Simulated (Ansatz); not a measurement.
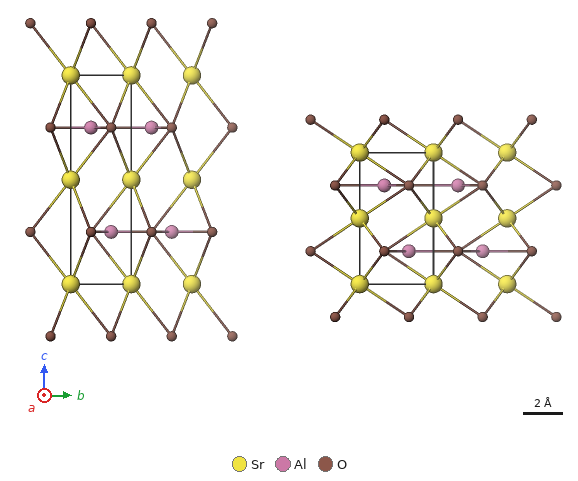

Two geometries of a crystal of SrAlO (a generated structure, set up in P6_3/mmc) (coarse preliminary run), drawn at one scale. One is the start of a relaxation, the other its converged end. A ball-and-stick model of the cell of the calculation, repeated 1 × 2 × 1 with one cell outlined, seen along the a axis.

The calculation used DFT PBE, scalar-relativistic, plane waves, PAW in Ansatz 0.2.0. Settings: plane-wave cutoff 420 eV; k-point mesh 6 × 6 × 4; occupations gaussian; smearing width 0.1 eV; no spin polarisation; cell and atoms relaxed; force threshold 0.04 eV/Å; at most 70 steps.

### Which of the two is the end point?

The left one is the relaxed one. After 14 accepted moves (17 points after the start) the energy has fallen by 3.509 eV per cell of the calculation. All forces vanish by symmetry, so only the cell relaxes. Pressure: 4.11 GPa at the start and 0.10 GPa at the end. The SCF was repeated 3 times at an unchanged geometry on a basis and grid sized afresh for the cell, which shifted the energy by 0.447 eV per cell of the calculation at most. No atom moves by more than 0.005 Å relative to the cell. Cell: a = b 4.384 → 3.602 Å (−17.8 %), c 6.773 → 10.748 Å (+58.7 %). Volume +7.2 %. Among the contacts that change: Sr–Sr 3.387 → 5.374 Å, Al–O 2.531 → 2.080 Å, O–Sr 3.045 → 3.398 Å, Al–Sr 3.045 → 3.398 Å. The space group stays P6_3/mmc (No. 194). The run took 98 s on 1 thread of Intel(R) Xeon(R) Processor @ 2.70GHz, on a shared host, peak memory 0.41 GiB.
